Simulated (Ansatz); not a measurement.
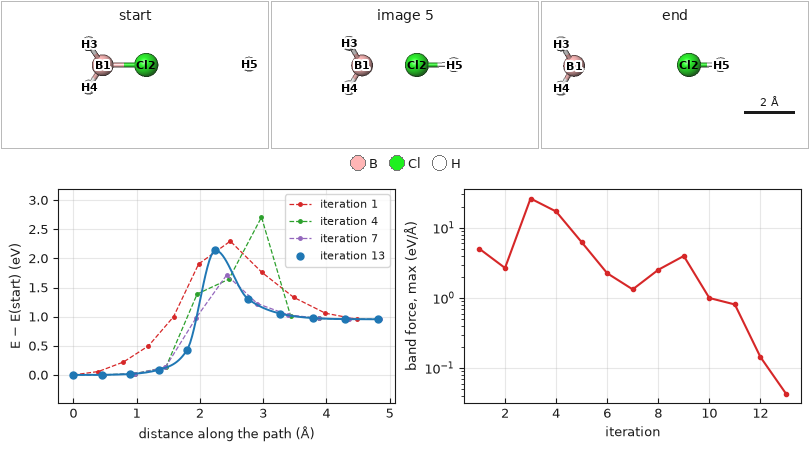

A nudged-elastic-band calculation for BH3Cl (multiplicity 2), made up at the start of BH$_{2}$Cl and H. Images are numbered from 0 (start) to 10 (end). The plot follows the band through its iterations. Style: ball-and-stick. Shown at a tilt.

These are results of UHF/def2-SVP (Ansatz 0.2.0), not measurements. Set-up: 9 movable images; climbing image; force threshold 0.05 eV/Å; iteration limit 60; starting path through a guess of the saddle point.

Q: Did the band converge, and can the barrier be trusted?

A: The run is converged, with reservations. The band converged in 13 iterations. The largest component of the band force went from 5 to 0.043 eV/Å. The climbing image converged on the top of the path. Its vibrational analysis gives 2 imaginary modes over 30i cm⁻¹, so it isn't confirmed as a transition state. The first iteration put the highest image at 2.30 eV. The energy climbs by 2.14 eV to image 5 and then falls by 1.18 eV, so the end point sits at +0.96 eV.

Limits of the set-up: the start holds two separate molecules, 4.1 Å apart at their closest, whose relative position is a soft coordinate and is computed without a dispersion correction; Hartree-Fock leaves out electron correlation.

The run took 43 s on 1 thread of Arm Neoverse V1, with other jobs on the host, peak memory 0.095 GiB.
